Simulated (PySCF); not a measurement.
Electron detachment energy of C⁻ ([He] 2s² 2p³ → [He] 2s² 2p²). PySCF, aug-cc-pVQZ, non-relativistic, unrestricted single determinants, no spin-orbit coupling. Methods marked “valence” freeze 2 core electrons.

The results, method by method:

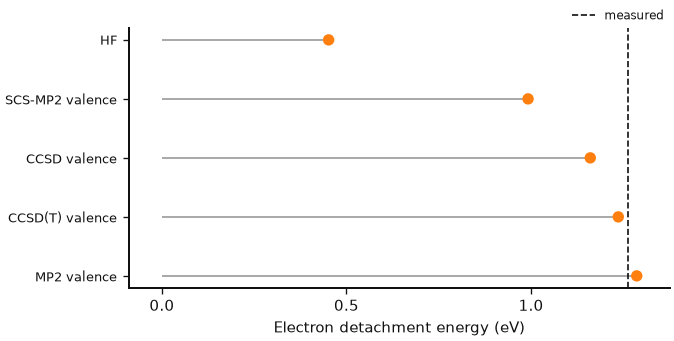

```csv
Method,Electron detachment energy (eV)
HF,0.452
MP2 valence,1.286
SCS-MP2 valence,0.992
CCSD valence,1.160
CCSD(T) valence,1.236
```

The values run from 0.452 eV (HF) to 1.286 eV (MP2 valence). The measured value is 1.262 eV; nearest to it come MP2 valence (+0.024) and CCSD(T) valence (−0.026), furthest HF (−0.810 eV).
